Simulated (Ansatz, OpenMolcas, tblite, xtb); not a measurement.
**BClO (boron chloride oxide): methods side by side**

BClO: 3 atoms, total charge 0, spin state singlet. As SMILES, `O=BCl`. The shape is that of a GFN2-xTB optimisation.

```csv
atom,x (Å),y (Å),z (Å)
O,1.0196,0.6062,0.6270
B,0.1131,0.0666,0.0695
Cl,-1.1326,-0.6728,-0.6965
```

Each level gives the vertical energy of the triplet above the singlet (eV). The values are calculated.

| level | kind | program | value (eV) | CPU time (all runs) |
| --- | --- | --- | --- | --- |
| GFN2-xTB | semi-empirical | tblite | 7.95 | under 2 s |
| GFN1-xTB | semi-empirical | tblite | 8.19 | under 2 s |
| GFN0-xTB | semi-empirical | xtb | 6.80 | under 2 s |
| IPEA1-xTB | semi-empirical | tblite | 7.69 | under 2 s |
| HF/STO-3G | Hartree–Fock | OpenMolcas | 6.60 | 3.9 s |
| HF/STO-3G, open shells restricted | Hartree–Fock | OpenMolcas | 6.69 | 4.3 s |
| HF/ANO-S-VDZP (Cholesky decomposition) | Hartree–Fock | OpenMolcas | 6.62 | 6.6 s |
| SVWN5/STO-3G | LDA | OpenMolcas | 8.42 | 7.8 s |
| BLYP/STO-3G | GGA | Ansatz | 8.12 | 66 s |
| PBE/STO-3G | GGA | OpenMolcas | 8.16 | 8.8 s |

The values span 6.60 to 8.42 eV. GFN0-xTB: no spin polarisation, so open shells miss the exchange term that lowers them. The upper state's dipole differs much between rows, so they may not all be the same state. CPU times are rough (shared hosts, several kinds of processor and program).

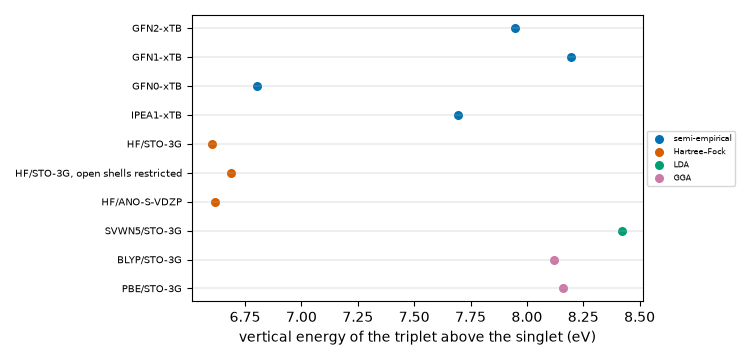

The values of the table, level by level.
